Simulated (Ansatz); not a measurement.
System: F···H₅NSi (charge −1).

The calculation's input:

```
crystal:
  periodic: [false, false, false]
  atoms:
    - {symbol: F, position_ang: [-0.284484, -0.633334, -1.659481]}
    - {symbol: Si, position_ang: [-0.340140, -0.265639, 0.470569]}
    - {symbol: N, position_ang: [1.014682, 0.861548, 0.377039]}
    - {symbol: H, position_ang: [-1.799906, 0.135016, 0.308459]}
    - {symbol: H, position_ang: [-0.134555, -1.757390, 0.663324]}
    - {symbol: H, position_ang: [-0.394320, -0.017449, 2.039376]}
    - {symbol: H, position_ang: [1.268546, 1.247124, -0.518688]}
    - {symbol: H, position_ang: [1.153180, 1.505409, 1.136894]}
basis:
  gaussian: {orbitals: "def2-TZVPPD.json"}
total_charge: -1
hamiltonian: {xc: pbe0, dispersion: d4}
output: {orbitals: {seedname: orbitals}}
```

Command:

```sh
ansatz run in.yaml --threads 2 --pin off --events-out ev --progress --plain --max-ram 5222MiB
```

Geometry: rigid move from PBE0-D4/def2-TZVPD.

Level of theory: RKS PBE0-D4/def2-TZVPPD (Ansatz).

> Predict the electron density and electron localisation function between the atoms.

Si2···F1 (2.16 Å): the density falls to about 0.3 e/Å³ on the way; the ELF peaks at about 0.85 in the valence shell of F, 0.6 Å from its nucleus, and is about 0.50 at the midpoint.
Si–N (1.76 Å): the density is about 1 e/Å³ at the midpoint; the ELF peaks at about 0.90 between the atoms, as expected for a shared but strongly polarised pair.
Si2···F1 (2.16 Å): the density falls to about 0.3 e/Å³ on the way; the ELF peaks at about 0.85 in the valence shell of F, 0.6 Å from its nucleus, and is about 0.50 at the midpoint.

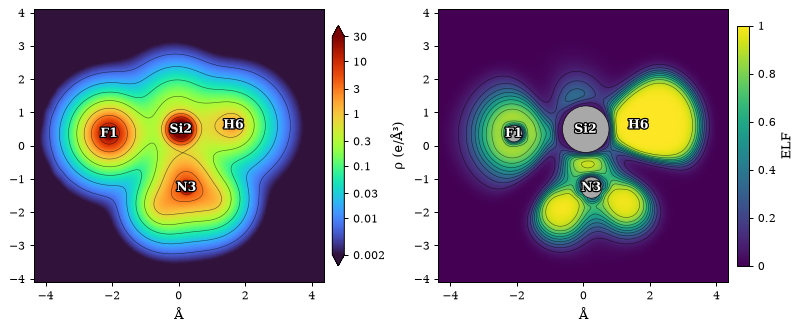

Computed electron density and electron localisation function on the plane of atoms N3, Si2 and H6, in this order. Grey discs cover the atomic cores in the ELF map. 
